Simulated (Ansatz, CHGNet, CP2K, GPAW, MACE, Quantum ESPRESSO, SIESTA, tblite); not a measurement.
## Quantum ESPRESSO on random rock-salt (Na, Li, K)Cl solid solution (64 atoms): settings against a plane-wave reference

How do the settings of Quantum ESPRESSO change the result for random rock-salt (Na, Li, K)Cl solid solution (64 atoms)? A plane-wave run serves as the yardstick.

Method: the method is named at each step, in Quantum ESPRESSO 7.5.

### 1. The structure

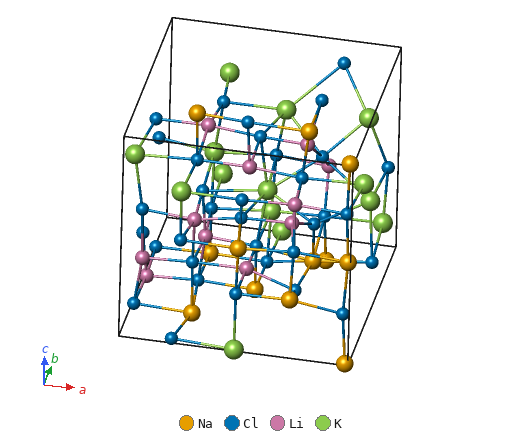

The starting structure, seen slightly off an axis (sodium orange, chlorine blue, lithium pink, potassium green). Some periodic images of atoms are drawn too.

The cell holds 64 atoms: 10 Na, 32 Cl, 11 Li and 11 K. Its edges and angles: a = 11.382 Å, b = 11.382 Å, c = 11.382 Å, α = 90.0°, β = 90.0°, γ = 90.0°. Rock-salt lattice (a = 5.691 Å, the mean of the end members), 2 x 2 x 2 cells, metal sites filled at random with 10 Na, 11 Li, 11 K; then minimised and run for 3 ps at 250 K (NVT) with a classical potential, last frame taken. Then every atom was moved at random, 0.05 Å r.m.s. a Cartesian component.

The yardstick, on the same geometry:

- method: Kohn-Sham DFT, PBE, PAW, plane waves (Ansatz 0.2.0); cutoff 420 eV, Γ point, fermi-dirac smearing of 0.05 eV; PAW set soft_2
- r.m.s. force component: 0.2478 eV/Å
- longest force: 0.924 eV/Å
- pressure: 2.117 GPa
- gap (highest filled to lowest empty level): 3.941 eV
- SCF cycles: 7
- time: 13 s on 4 threads of Arm Neoverse V1, shared host
- CPU time: 51 s

### 2. PBE, sssp-1.3.0-efficiency, 45/360 Ry

Method: Kohn-Sham DFT, PBE, SSSP efficiency 1.3.0 pseudopotentials, plane waves.

pw.in reads:

```
&control
  calculation = 'scf'
  pseudo_dir = './pseudo'
  outdir = './tmp'
  disk_io = 'none'
  tprnfor = .true.
  tstress = .true.
/
&system
  ibrav = 0
  nat = 64
  ntyp = 4
  ecutwfc = 45
  ecutrho = 360
  nosym = .true.
  occupations = 'smearing'
  smearing = 'fd'
  degauss = 0.003675
/
&electrons
  conv_thr = 3.2e-07
  electron_maxstep = 100
  mixing_beta = 0.4
  mixing_mode = 'plain'
  diagonalization = 'david'
/
ATOMIC_SPECIES
Na 22.990 Na.upf
Cl 35.450 Cl.upf
Li 6.940 Li.upf
K 39.098 K.upf
CELL_PARAMETERS angstrom
11.38200 0.00000 0.00000
0.00000 11.38200 0.00000
0.00000 0.00000 11.38200
ATOMIC_POSITIONS crystal
Na 0.98393 0.01520 0.99957
Cl 0.22720 0.01427 0.01382
Li 0.04305 0.26518 0.24184
Cl 0.26074 0.26527 0.25223
K 0.24095 0.98628 0.26227
Cl 0.96770 0.02448 0.24074
Na 0.26470 0.26219 0.99962
Cl 0.01182 0.25834 0.01242
Na 0.98435 0.02636 0.50046
Cl 0.25470 0.01911 0.50827
K 0.99760 0.26954 0.74993
Cl 0.26630 0.28314 0.75468
K 0.25588 0.00236 0.76094
Cl 0.97599 0.01681 0.74650
Li 0.26931 0.24269 0.47893
Cl 0.03806 0.25837 0.48820
Li 0.01709 0.49504 0.01112
Cl 0.24055 0.50151 0.01818
K 0.98819 0.75508 0.26481
Cl 0.24716 0.72116 0.24806
Li 0.27029 0.48872 0.24992
Cl 0.00059 0.47398 0.23669
Na 0.24182 0.74595 0.00776
Cl 0.00686 0.73882 0.00925
K 0.97720 0.51854 0.51315
Cl 0.25443 0.48020 0.47952
K 0.91437 0.75827 0.77731
Cl 0.28531 0.73574 0.77789
Li 0.26683 0.50871 0.79368
Cl 0.03449 0.52621 0.78022
K 0.24850 0.74849 0.51369
Cl 0.99858 0.78796 0.52433
K 0.50245 0.00202 0.00642
Cl 0.76505 0.94057 0.92068
Li 0.49692 0.26278 0.25620
Cl 0.71632 0.23354 0.19694
Na 0.73682 0.01282 0.28396
Cl 0.49934 0.02803 0.27014
Na 0.75428 0.26169 0.98095
Cl 0.48558 0.26559 0.98536
Na 0.50691 0.01611 0.50503
Cl 0.74902 0.01353 0.52454
Li 0.49677 0.27345 0.75846
Cl 0.72898 0.25716 0.74748
Li 0.74351 0.04160 0.74415
Cl 0.51599 0.02316 0.74520
Li 0.69679 0.22326 0.53676
Cl 0.46929 0.25638 0.50944
Na 0.48977 0.49962 0.00924
Cl 0.75724 0.50879 0.99070
K 0.50306 0.74665 0.25817
Cl 0.74313 0.70630 0.29071
Na 0.74607 0.46123 0.21313
Cl 0.49450 0.47786 0.24029
Na 0.74911 0.73128 0.05547
Cl 0.49150 0.74221 0.00368
[... 4 atom lines left out ...]
Li 0.70938 0.45894 0.79162
Cl 0.49547 0.50225 0.77377
Li 0.73854 0.79828 0.48796
Cl 0.51012 0.79023 0.51236
K_POINTS gamma
```

On the command line:

```sh
$ OMP_NUM_THREADS=1 mpirun -np 2 pw.x -in pw.in > output.txt
```

Output:

```text
Program PWSCF
     gamma-point specific algorithms are used
     Parallelization info
     sticks:   dense  smooth     PW     G-vecs:    dense   smooth      PW
     Min        6617    3306    823               573777   202978   25339
     Max        6620    3307    826               573780   202981   25346
     Sum       13237    6613   1649              1147557   405959   50685
     bravais-lattice index     =            0
     lattice parameter (alat)  =      21.5089  a.u.
     unit-cell volume          =    9950.6705 (a.u.)^3
     number of atoms/cell      =           64
     number of atomic types    =            4
     number of electrons       =       446.00
     number of Kohn-Sham states=          268
     kinetic-energy cutoff     =      45.0000  Ry
     charge density cutoff     =     360.0000  Ry
     scf convergence threshold =      3.2E-07
     mixing beta               =       0.4000
     number of iterations used =            8  plain     mixing
     Exchange-correlation= SLA  PW   PBX  PBC
                           (   1   4   3   4   0   0   0)
     crystal axes: (cart. coord. in units of alat)
               a(1) = (   1.000000   0.000000   0.000000 )
               a(2) = (   0.000000   1.000000   0.000000 )
               a(3) = (   0.000000   0.000000   1.000000 )
     reciprocal axes: (cart. coord. in units 2 pi/alat)
               b(1) = (  1.000000  0.000000  0.000000 )
               b(2) = (  0.000000  1.000000  0.000000 )
               b(3) = (  0.000000  0.000000  1.000000 )
     PseudoPot. # 1 for Na:
     Pseudo is Ultrasoft, Zval =  9.0
     PseudoPot. # 2 for Cl:
     Pseudo is Ultrasoft + core correction, Zval =  7.0
     PseudoPot. # 3 for Li:
     Pseudo is Ultrasoft, Zval =  3.0
     PseudoPot. # 4 for K :
     Pseudo is Projector augmented-wave + core cor, Zval =  9.0
     atomic species   valence    mass     pseudopotential
     Na                9.00    22.99000     Na( 1.00)
     Cl                7.00    35.45000     Cl( 1.00)
     Li                3.00     6.94000     Li( 1.00)
     K                 9.00    39.09800     K ( 1.00)
     No symmetry found
   Cartesian axes
     number of k points=     1  Fermi-Dirac smearing, width (Ry)=  0.0037
                       cart. coord. in units 2pi/alat
        k(    1) = (   0.0000000   0.0000000   0.0000000), wk =   2.0000000
     Dense  grid:   573779 G-vectors     FFT dimensions: ( 135, 135, 135)
     Smooth grid:   202980 G-vectors     FFT dimensions: (  96,  96,  96)
     Check: negative core charge=   -0.000001
     Initial potential from superposition of free atoms
     starting charge     440.7715, renormalised to     446.0000
     negative rho (up, down):  4.820E-01 0.000E+00
     Starting wfcs are  321 randomized atomic wfcs
     Self-consistent Calculation
     iteration #  1     ecut=    45.00 Ry     beta= 0.40
     Threshold (ethr) on eigenvalues was too large:
     Diagonalizing with lowered threshold
     negative rho (up, down):  4.848E-01 0.000E+00
     total energy              =   -3428.88313792 Ry
     estimated scf accuracy    <       3.19033242 Ry
     iteration #  2     ecut=    45.00 Ry     beta= 0.40
     negative rho (up, down):  4.773E-01 0.000E+00
     total energy              =   -3429.37567544 Ry
     estimated scf accuracy    <       0.21292691 Ry
     iteration #  3     ecut=    45.00 Ry     beta= 0.40
     c_bands:  2 eigenvalues not converged
     negative rho (up, down):  4.675E-01 0.000E+00
     total energy              =   -3429.40288663 Ry
     estimated scf accuracy    <       0.05111831 Ry
     iteration #  4     ecut=    45.00 Ry     beta= 0.40
     negative rho (up, down):  4.644E-01 0.000E+00
     total energy              =   -3429.40996996 Ry
     estimated scf accuracy    <       0.00487424 Ry
     iteration #  5     ecut=    45.00 Ry     beta= 0.40
     c_bands:  1 eigenvalues not converged
     negative rho (up, down):  4.637E-01 0.000E+00
     total energy              =   -3429.41118219 Ry
     estimated scf accuracy    <       0.00041987 Ry
     iteration #  6     ecut=    45.00 Ry     beta= 0.40
     negative rho (up, down):  4.632E-01 0.000E+00
     total energy              =   -3429.41142690 Ry
     estimated scf accuracy    <       0.00005304 Ry
     iteration #  7     ecut=    45.00 Ry     beta= 0.40
     negative rho (up, down):  4.630E-01 0.000E+00
     total energy              =   -3429.41145136 Ry
     estimated scf accuracy    <       0.00000539 Ry
     iteration #  8     ecut=    45.00 Ry     beta= 0.40
     negative rho (up, down):  4.628E-01 0.000E+00
     total energy              =   -3429.41145929 Ry
     estimated scf accuracy    <       0.00000083 Ry
     iteration #  9     ecut=    45.00 Ry     beta= 0.40
     negative rho (up, down):  4.627E-01 0.000E+00
     End of self-consistent calculation
          k = 0.0000 0.0000 0.0000 ( 25343 PWs)   bands (ev):
   -48.8123 -48.6135 -48.3626 -47.8802 -47.6758 -47.6622 -47.6533 -47.6525
   -47.4355 -47.3221 -43.1142 -42.7439 -42.6753 -42.4713 -42.4299 -42.4241
   -42.1382 -42.0646 -41.9287 -41.9084 -41.5272 -26.1554 -26.0499 -25.9006
   -25.7865 -25.7822 -25.6442 -25.5565 -25.5516 -25.5472 -25.4921 -25.2840
   -20.7571 -20.7327 -20.7226 -20.5706 -20.5367 -20.5105 -20.3160 -20.2875
   -20.2728 -19.8170 -19.8057 -19.7912 -19.6215 -19.6158 -19.6074 -19.6027
   -19.6016 -19.5965 -19.5959 -19.5895 -19.5858 -19.5845 -19.5737 -19.5522
   -19.3741 -19.3692 -19.3533 -19.2664 -19.2575 -19.2427 -12.5556 -12.4775
   -12.1185 -11.9968 -11.6874 -11.6110 -11.5731 -11.4269 -11.3989 -11.3771
   -11.3243 -11.3084 -11.2479 -11.2154 -11.1909 -11.1508 -11.1240 -11.0865
   -11.0595 -11.0336 -11.0164 -10.9689 -10.9458 -10.8972 -10.7972 -10.6198
   -10.5487 -10.4616 -10.3785 -10.2714 -10.1562  -9.9645  -9.6828  -9.6435
[...]
7.2406   7.4957   7.5534   7.8627   7.9636   8.0933   8.1821   8.2947
     8.3608   8.4199   8.4762   8.5087   8.5828   8.6892   8.7488   8.7634
     8.8267   8.8780   8.9511   8.9992   9.0367   9.0864   9.1385   9.1566
     9.1974   9.2317   9.3040   9.3387   9.3756   9.4360   9.4823   9.5120
     9.5677   9.6686   9.6720   9.7303   9.7620   9.8266   9.8499   9.9074
     9.9324   9.9961  10.0120  10.0640
     the Fermi energy is     4.9506 ev
!    total energy              =   -3429.41146110 Ry
     estimated scf accuracy    <       0.00000012 Ry
     smearing contrib. (-TS)   =      -0.00000000 Ry
     internal energy E=F+TS    =   -3429.41146110 Ry
     The total energy is F=E-TS. E is the sum of the following terms:
     one-electron contribution =   -1315.35019360 Ry
     hartree contribution      =     794.55099977 Ry
     xc contribution           =    -610.59217090 Ry
     ewald contribution        =   -1688.39462587 Ry
     one-center paw contrib.   =    -609.62547050 Ry
     convergence has been achieved in   9 iterations
     negative rho (up, down):  4.627E-01 0.000E+00
     Forces acting on atoms (cartesian axes, Ry/au):
     atom    1 type  1   force =     0.00712869   -0.00354766   -0.00284023
     atom    2 type  2   force =     0.00405116   -0.00620602   -0.00544359
     atom    3 type  3   force =    -0.00287408    0.00581135    0.00754207
     atom    4 type  2   force =     0.00303280   -0.00572053   -0.00395830
     atom    5 type  4   force =    -0.00691703    0.00742300   -0.00218660
     atom    6 type  2   force =    -0.00077315   -0.00245711    0.00730612
     atom    7 type  1   force =    -0.02355061   -0.00202009    0.00034924
     atom    8 type  2   force =    -0.01276368    0.00341079    0.00500091
     atom    9 type  1   force =     0.01956490    0.00714907    0.00172716
     atom   10 type  2   force =    -0.00161910    0.00545583   -0.00007736
     atom   11 type  4   force =     0.01562251    0.01078109   -0.00995488
     atom   12 type  2   force =     0.00905926   -0.00039142    0.00449245
[...]
atom   60 type  2   force =     0.00063949    0.00800884    0.00424521
     atom   61 type  3   force =    -0.00553727    0.02284081   -0.01376821
     atom   62 type  2   force =     0.00765845   -0.02145395   -0.00049353
     atom   63 type  3   force =    -0.00204164   -0.02000506    0.01050419
     atom   64 type  2   force =     0.01574409   -0.00843665   -0.00937092
     Total force =     0.134085     Total SCF correction =     0.000895
     Computing stress (Cartesian axis) and pressure
     negative rho (up, down):  4.627E-01 0.000E+00
          total   stress  (Ry/bohr**3)                   (kbar)     P=       20.79
   0.00012307   0.00000907   0.00000059           18.10        1.33        0.09
   0.00000907   0.00010482   0.00000594            1.33       15.42        0.87
   0.00000059   0.00000594   0.00019602            0.09        0.87       28.84
     Message from routine punch:
     Nothing written, as per user request (disk_io='none')
```

Run time: 4.3 min. Hardware: 2 MPI ranks of Arm Neoverse V1, shared host; peak memory 3.2 GiB.

Banners, paths, timers and routine set-up lines are dropped from the logs unmarked, and long logs keep their key lines alone; longer cuts are marked.

Against the reference:

| Quantity | Value |
| --- | --- |
| r.m.s. force component | 0.2488 eV/Å |
| r.m.s. difference of force components | 4.681 meV/Å |
| longest difference of force vectors | 20.64 meV/Å |
| force difference over r.m.s. force | 1.889 % |
| slope of forces against the reference's | 1.004 |
| correlation of force components | 0.9998 |
| gap (highest filled to lowest empty level) | 3.943 eV |
| gap difference | 0.0015 eV |
| pressure | 2.079 GPa |
| pressure difference | -0.038 GPa |

Length of the force difference by element (eV/Å):

| element | atoms | mean | most |
| --- | --- | --- | --- |
| Cl | 32 | 0.0088 | 0.021 |
| K | 11 | 5.0e-4 | 7.0e-4 |
| Li | 11 | 9.0e-4 | 0.0018 |
| Na | 10 | 0.0089 | 0.015 |

Levels nearest the highest filled one (eV from it): -0.77, -0.70, -0.64, -0.62, -0.56, -0.49, -0.45, -0.35, -0.28, -0.21, -0.14, 0.00, 3.94, 5.01, 5.27, 5.32, 5.63, 5.74, 5.86, 5.95, 6.07, 6.13, 6.19, 6.25.

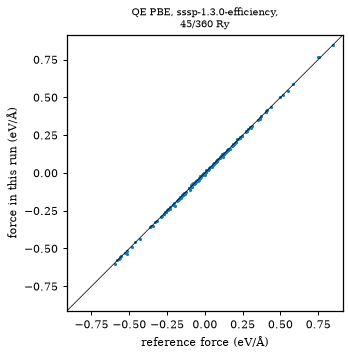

Force components against those of the reference; the line marks equality.

A closer look about K31, picked at random: 9 atoms, nearest first, numbered in the order of the input, with positions taken from that point.

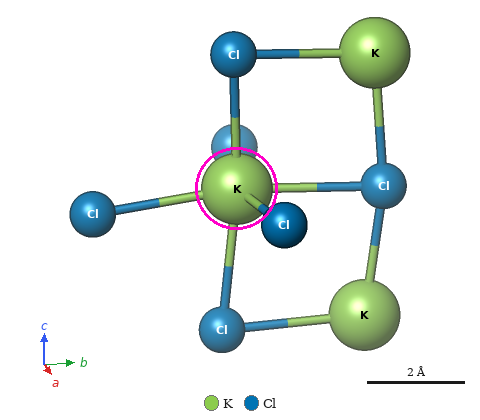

The atoms of the table, within 4.0 Å (arrows a, b, c point along x, y, z); some may hide others; the central atom is ringed.

| atom | x | y | z | distance (Å) | bonds | Fx | Fy | Fz (eV/Å) |
| --- | --- | --- | --- | --- | --- | --- | --- | --- |
| K31 | 0.00 | 0.00 | 0.00 | 0.00 | 6 | 0.15 | -0.25 | 0.23 |
| Cl32 | -2.84 | 0.45 | 0.12 | 2.88 | 6 | -0.58 | 0.16 | -0.24 |
| Cl64 | 2.98 | 0.48 | -0.02 | 3.02 | 6 | 0.40 | -0.22 | -0.24 |
| Cl20 | -0.02 | -0.31 | -3.02 | 3.04 | 6 | 0.03 | -0.06 | 0.00 |
| Cl28 | 0.42 | -0.15 | 3.01 | 3.04 | 5 | -0.16 | -0.10 | -0.17 |
| Cl26 | 0.07 | -3.05 | -0.39 | 3.08 | 5 | 0.13 | 0.28 | -0.16 |
| Cl10 | 0.07 | 3.08 | -0.06 | 3.08 | 6 | -0.04 | 0.14 | 0.00 |
| K5 | -0.09 | 2.71 | -2.86 | 3.94 | 6 | -0.18 | 0.19 | -0.06 |
| K13 | 0.08 | 2.89 | 2.81 | 4.03 | 6 | -0.26 | 0.08 | -0.10 |

Forces lie 1.9 % from the reference's, at 10 times its CPU time (on 2 against 4 cores).

### 3. PBE, gbrv-1.5, 40/200 Ry

Method: Kohn-Sham DFT, PBE, GBRV 1.5 ultrasoft pseudopotentials, plane waves.

The pseudopotential files are exchanged too: ./pseudo now holds the set gbrv-pbe-1.5.

pw.in: that of step 2 with these lines changed.

```diff
@@ -12,4 +12,4 @@
   ntyp = 4
-  ecutwfc = 45
-  ecutrho = 360
+  ecutwfc = 40
+  ecutrho = 200
   nosym = .true.
```

Output:

```text
[banner, memory and clock lines left out]
Program PWSCF
     gamma-point specific algorithms are used
     bravais-lattice index     =            0
     lattice parameter (alat)  =      21.5089  a.u.
     unit-cell volume          =    9950.6705 (a.u.)^3
[... lines left out ...]
     total energy              =   -2812.62478305 Ry
[... lines left out ...]
     total energy              =   -2813.08649834 Ry
[... lines left out ...]
     total energy              =   -2813.15639196 Ry
[... lines left out ...]
     c_bands:  3 eigenvalues not converged
[... lines left out ...]
     total energy              =   -2813.16862662 Ry
[... lines left out ...]
     total energy              =   -2813.16863597 Ry
[... lines left out ...]
     the Fermi energy is     4.9502 ev
!    total energy              =   -2813.16863727 Ry
[... lines left out ...]
     internal energy E=F+TS    =   -2813.16863727 Ry
     The total energy is F=E-TS. E is the sum of the following terms:
     one-electron contribution =   -1333.84275954 Ry
     hartree contribution      =     795.45190120 Ry
     xc contribution           =    -586.38315306 Ry
     ewald contribution        =   -1688.39462587 Ry
     convergence has been achieved in   9 iterations
     negative rho (up, down):  4.634E-01 0.000E+00
     Forces acting on atoms (cartesian axes, Ry/au):
     atom    1 type  1   force =     0.00714589   -0.00353455   -0.00282500
     atom    2 type  2   force =     0.00404467   -0.00620626   -0.00544749
     atom    3 type  3   force =    -0.00293698    0.00580499    0.00754181
[...]
atom   63 type  3   force =    -0.00201051   -0.01996354    0.01052780
     atom   64 type  2   force =     0.01572939   -0.00842649   -0.00937251
     Total force =     0.133897     Total SCF correction =     0.001376
     Computing stress (Cartesian axis) and pressure
     negative rho (up, down):  4.634E-01 0.000E+00
          total   stress  (Ry/bohr**3)                   (kbar)     P=       18.53
   0.00010773   0.00000907   0.00000058           15.85        1.33        0.09
   0.00000907   0.00008949   0.00000596            1.33       13.16        0.88
   0.00000058   0.00000596   0.00018062            0.09        0.88       26.57
     Message from routine punch:
     Nothing written, as per user request (disk_io='none')
```

Wall time 3 min (2 MPI ranks); peak memory 1.6 GiB.

Against the reference:

| Property | Result |
| --- | --- |
| r.m.s. force component | 0.2485 eV/Å |
| r.m.s. difference of force components | 4.78 meV/Å |
| longest difference of force vectors | 19.89 meV/Å |
| force difference over r.m.s. force | 1.929 % |
| slope of forces against the reference's | 1.002 |
| correlation of force components | 0.9998 |
| gap (highest filled to lowest empty level) | 3.942 eV |
| gap difference | 0.0004 eV |
| pressure | 1.853 GPa |
| pressure difference | -0.264 GPa |

Against the first run (1.9 %), the force difference from the reference is 1.9 %, at 0.68 times the CPU time.

### 4. The ladder

Differences are against the plane-wave reference, forces as r.m.s. over components; share is that over the reference's r.m.s. force, slope the least-squares factor from reference forces to these. Total energies of different programs have different zeros and aren't compared.

```csv
run,"Δ force, r.m.s. (meV/Å)",share (%),slope,Δ pressure (GPa),Δ gap (eV),cores,CPU time,memory (GiB)
reference,-,-,-,-,-,4,51 s,1.5
"QE PBE, sssp-1.3.0-efficiency, 45/360 Ry",4.68,1.89,1.004,-0.038,0.0015,2,8.7 min,3.2
"QE PBE, gbrv-1.5, 40/200 Ry",4.78,1.93,1.002,-0.264,4.0e-4,2,5.9 min,1.6
```

CPU time is summed over cores on a shared host, where runs went side by side, so it is rough. Symmetry, cutoffs, thresholds, outputs and thread counts weren't matched or tuned between programs; memory under MPI is the largest rank's times the ranks.

A second geometry, displaced anew (every atom was moved at random, 0.04 Å r.m.s. a Cartesian component), gives an energy difference that all programs can be tested on. The reference puts it at -5.061 meV/atom.

```
                                     run  energy less the first geometry's (meV/atom)  error (meV/atom)  force share at the second geometry (%)
QE PBE, sssp-1.3.0-efficiency, 45/360 Ry                                       -5.091           -0.0295                                    2.17
             QE PBE, gbrv-1.5, 40/200 Ry                                       -5.091           -0.0297                                    2.21
```

### 5. What came out

- nearest in forces: a tie at 1.9 % of 2 runs: QE PBE, sssp-1.3.0-efficiency, 45/360 Ry; QE PBE, gbrv-1.5, 40/200 Ry

What this shows: PBE on plane waves or a grid with other potentials, cutoffs or grids differs from the reference by 1.9 % in each run of the r.m.s. force; this holds the reference's own error, so differences of a few per cent don't tell which side is nearer the exact PBE result (QE's 45 Ry are 612 eV, against the reference's 420 eV). None of the electronic-structure runs in the table takes under half the reference's CPU time of 51 s; they take 7.0 to 10 times as much. PBE gaps agree with the reference's 3.94 eV within 0.002 eV. These are spacings on the run's k-points, which needn't hold the band edges. All runs miss the energy difference between the two geometries, -5.06 meV/atom in the reference, by about 0.029 meV/atom. The host structure and its lattice constant were typed by rule, without a check against the phase diagram. The reference's pressure of 2.1 GPa belongs to a cell and atoms that aren't relaxed at this level. The electronic-structure runs sample only Γ, in a cell whose shortest periodic width is 11 Å.

[Also dropped from logs without a mark: logging warnings of Python, and SIESTA's first energy breakdown and zero terms.]

[Logs are printed without paths, hosts, clocks, repeated set-up lines and the standing remarks that a program may print on its own settings, such as how far it seeks lower states.]

[Hosts, paths, dates, database ids (printed as entryN), source tags and the programs' standing remarks are cut or masked in the printed files.]
